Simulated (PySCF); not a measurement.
# One shape, several levels: SnF4 (SMILES [F][Sn]([F])([F])[F])

Aim: a comparison of 6 runs (HF/STO-3G, HF/3-21G, B2PLYP/def2-SVP, B3LYP/def2-SVP, MP2/def2-SVP, MP2/def2-TZVP) of SnF4. Input form: a Python script.

The calculation is run with PySCF 2.14.0.

## 1. The molecule

The species is SnF4 (5 atoms), meant as a singlet with charge 0. SMILES: `[F][Sn]([F])([F])[F]`. The shape is that of a PBE0-D4/def2-TZVP optimisation.

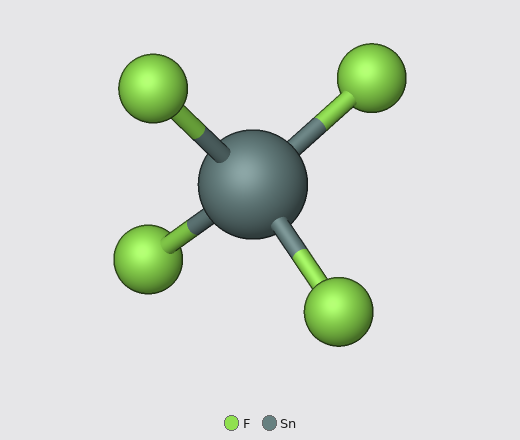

The structure, seen from a chosen angle (fluorine green, tin teal).

## 2. Energy and gradient at HF/STO-3G (run 1)

The input, calc.py:

```python
import pyscf.grad
from pyscf import gto

molecule = gto.M(
    atom='''
F    0.130300  -0.871400   1.656700
Sn   0.009900  -0.014700  -0.008300
F   -1.285400   1.340000   0.078100
F   -0.477600  -1.263800  -1.320800
F    1.672500   0.736200  -0.447200
''',
    charge=0,
    basis='sto-3g',
    verbose=3,
    max_memory=1860,
)

hf = molecule.RHF()
hf.conv_tol = 1e-10
hf.kernel()
if not hf.converged:
    hf = hf.newton().run(hf.mo_coeff, hf.mo_occ)

etot = hf.e_tot
print('E = %.10f Eh' % etot)
grad = hf.Gradients().kernel()
hf.analyze()
```

Command:

```sh
OMP_NUM_THREADS=1 python calc.py
```

The log of the run:

```text
converged SCF energy = -6355.46146968601
E = -6355.4614696860 Eh
--------------- RHF gradients ---------------
         x                y                z
0 F     0.0002174555    -0.0015749670     0.0030710951
1 Sn    -0.0000354466     0.0000131581    -0.0000055186
2 F    -0.0023717030     0.0024755144     0.0001669953
3 F    -0.0008848919    -0.0022929499    -0.0024139138
4 F     0.0030745860     0.0013792444    -0.0008186580
----------------------------------------------
**** MO energy ****
MO #1   energy= -1029.98938707492  occ= 2
MO #2   energy= -153.619768761891  occ= 2
MO #3   energy= -145.449549475744  occ= 2
MO #4   energy= -145.449549391365  occ= 2
MO #5   energy= -145.44954889027   occ= 2
MO #6   energy= -29.6952743287669  occ= 2
MO #7   energy= -26.6778660832797  occ= 2
MO #8   energy= -26.6778658783188  occ= 2
MO #9   energy= -26.6778643542949  occ= 2
MO #10  energy= -25.7928641431907  occ= 2
MO #11  energy= -25.7927400331428  occ= 2
MO #12  energy= -25.7927283327603  occ= 2
MO #13  energy= -25.7927276979901  occ= 2
MO #14  energy= -18.2801943033218  occ= 2
MO #15  energy= -18.2801925152534  occ= 2
MO #16  energy= -18.2799337810278  occ= 2
MO #17  energy= -18.2799324362788  occ= 2
MO #18  energy= -18.2799322068413  occ= 2
MO #19  energy= -4.9053924106971   occ= 2
MO #20  energy= -3.65821852333569  occ= 2
MO #21  energy= -3.65821829396226  occ= 2
MO #22  energy= -3.65821425591684  occ= 2
MO #23  energy= -1.41660575429631  occ= 2
MO #24  energy= -1.40686145856     occ= 2
MO #25  energy= -1.40684700035298  occ= 2
MO #26  energy= -1.40684209027118  occ= 2
MO #27  energy= -0.978877232372011 occ= 2
MO #28  energy= -0.978873154944639 occ= 2
MO #29  energy= -0.976776072811543 occ= 2
MO #30  energy= -0.976771786757377 occ= 2
MO #31  energy= -0.976771548150343 occ= 2
MO #32  energy= -0.538751300997135 occ= 2
MO #33  energy= -0.481061642209967 occ= 2
MO #34  energy= -0.481054669287503 occ= 2
MO #35  energy= -0.481053656133526 occ= 2
MO #36  energy= -0.418360141326452 occ= 2
MO #37  energy= -0.418357004229374 occ= 2
MO #38  energy= -0.417814177731067 occ= 2
MO #39  energy= -0.417813286990778 occ= 2
MO #40  energy= -0.417807198172834 occ= 2
MO #41  energy= -0.372019296445174 occ= 2
MO #42  energy= -0.37200405251514  occ= 2
MO #43  energy= -0.37199925962491  occ= 2
MO #44  energy= 0.306420707777278  occ= 0
MO #45  energy= 0.429228344333295  occ= 0
MO #46  energy= 0.429248879277817  occ= 0
MO #47  energy= 0.429413492986448  occ= 0
 ** Mulliken atomic charges  **
charge of    0F =     -0.30807
charge of    1Sn =      1.23226
charge of    2F =     -0.30806
charge of    3F =     -0.30807
charge of    4F =     -0.30806
Dipole moment(X, Y, Z, Debye): -0.00041,  0.00047,  0.00001
```

It took 7.8 s on 1 thread of Intel Xeon at 2.50GHz (Skylake/Cascade Lake), shared host; peak memory 0.12 GiB.

## 3. Energy and forces at HF/3-21G (run 2)

The input, job.py:

```python
import pyscf.grad
from pyscf import gto, scf

system = gto.Mole()
system.atom = '''
F      0.130300    -0.871400     1.656700
Sn     0.009900    -0.014700    -0.008300
F     -1.285400     1.340000     0.078100
F     -0.477600    -1.263800    -1.320800
F      1.672500     0.736200    -0.447200
'''
system.basis = '3-21g'
system.max_memory = 1860
system.verbose = 4
system.charge = 0
system.build()

mf = scf.RHF(system)
mf.conv_tol = 1e-10
mf.kernel()
if not mf.converged:
    mf = mf.newton().run(mf.mo_coeff, mf.mo_occ)

energy = mf.e_tot
print('E = %.10f Eh' % energy)
grad = mf.Gradients().kernel()
mf.analyze()
```

Command:

```sh
OMP_NUM_THREADS=1 python job.py
```

The log of the run:

```text
PySCF version 2.14.0

[... 69 lines left out ...]
Total Energy =                       -6392.031026376174850
[... 10 lines left out ...]
MO #4   energy= -145.517686342532  occ= 2
[... 8 lines left out ...]
MO #13  energy= -26.1425480419443  occ= 2
[... 8 lines left out ...]
MO #22  energy= -4.06897667150194  occ= 2
[... 8 lines left out ...]
MO #31  energy= -1.48127650401214  occ= 2
[... 8 lines left out ...]
MO #40  energy= -0.622595957231264 occ= 2
[... 8 lines left out ...]
MO #49  energy= 0.424507723456003  occ= 0
[... 8 lines left out ...]
MO #58  energy= 2.27158943935933   occ= 0
[... 8 lines left out ...]
MO #67  energy= 3.69654454643493   occ= 0
[... 75 lines left out ...]
Dipole moment(X, Y, Z, Debye): -0.00062,  0.00063,  0.00000
```

Wall time 7.8 s (1 thread of Intel Xeon at 2.50GHz (Skylake/Cascade Lake), shared host); peak memory 0.14 GiB.

Runs 3 to 5 aren't shown in full; the table further down has their settings and results.

## 4. Energy and gradient at MP2/def2-TZVP (core potential) (run 6)

The input, input.py:

```python
from pyscf import gto, scf, mp

system = gto.M(
    atom='''
F      0.130300    -0.871400     1.656700
Sn     0.009900    -0.014700    -0.008300
F     -1.285400     1.340000     0.078100
F     -0.477600    -1.263800    -1.320800
F      1.672500     0.736200    -0.447200
''',
    basis='def2-tzvp',
    verbose=4,
    ecp={'Sn': 'def2-svp'},
    max_memory=1860,
)

calc0 = scf.RHF(system)
calc0.conv_tol = 1e-10
calc0.kernel()
if not calc0.converged:
    calc0 = calc0.newton().run(calc0.mo_coeff, calc0.mo_occ)

pt = mp.MP2(calc0, frozen=8).run()
etot = pt.e_tot
print('Final energy', etot)
grad = pt.nuc_grad_method().kernel()
dip = calc0.dip_moment()
pop, q = calc0.mulliken_pop()
```

Command:

```sh
OMP_NUM_THREADS=1 python input.py
```

The log of the run:

```text
PySCF version 2.14.0

[... 57 lines left out ...]
converged SCF energy = -611.403657239573
[... 8 lines left out ...]
Final energy -612.7164910855317
[... 8 lines left out ...]
Dipole moment(X, Y, Z, Debye): -0.00066,  0.00058, -0.00002
[... 180 lines left out ...]
charge of    4F =     -0.53560
```

Run time: 5.1 min. Hardware: 1 thread of Intel Xeon at 2.50GHz (Skylake/Cascade Lake), shared host; peak memory 2.1 GiB.

## 5. The series

| run | level | task | core potential | energy (Eh) | dipole moment (D) of the reference | HOMO energy (eV) | LUMO energy (eV) | wall time |
| --- | --- | --- | --- | --- | --- | --- | --- | --- |
| 1 | HF/STO-3G | gradient | – | -6355.461470 | 0.00 | -10.12 | 8.34 | 7.8 s |
| 2 | HF/3-21G | gradient | – | -6392.031026 | 0.00 | -16.41 | 1.08 | 7.8 s |
| 3 | B2PLYP/def2-SVP (core potential) | energy | def2-svp | -612.877391 | 0.00 | -14.25 | -2.09 | 23 s |
| 4 | B3LYP/def2-SVP (core potential) | gradient | def2-svp | -613.495700 | 0.00 | -11.67 | -3.73 | 42 s |
| 5 | MP2/def2-SVP (core potential) | gradient | def2-svp | -611.716324 | 0.00 | -17.70 | 0.42 | 25 s |
| 6 | MP2/def2-TZVP (core potential) | gradient | def2-svp | -612.716491 | 0.00 | -17.77 | 0.36 | 5.1 min |

## 6. Summary of results

```
                                          quantity          value
                               run 6: total energy  -612.71649 Eh
       run 6: dipole moment (Hartree–Fock density)         0.00 D
        run 6: HOMO energy (Hartree–Fock orbitals)      -17.77 eV
        run 6: LUMO energy (Hartree–Fock orbitals)        0.36 eV
      run 6: HOMO–LUMO gap (Hartree–Fock orbitals)       18.13 eV
run 6: correlation energy (8 core orbitals frozen)    -1312.8 mEh
                   run 6: largest force on an atom     0.112 eV/Å
```

**Reading.** Over runs 1, 2, 3, 4 the HOMO–LUMO gap runs from 7.94 eV (B3LYP/def2-SVP) to 18.46 eV (HF/STO-3G). The two ends differ in method and basis and core potential. Totals of different functionals can't be ranked against each other. Some runs of one species differ in core potentials or relativity; totals across that change don't compare. In run 1 the basis is minimal, so the values are rough. In runs 1, 2 relativity is left out where basis or elements ask for it. All runs together took 6.8 min, the longest 5.1 min.
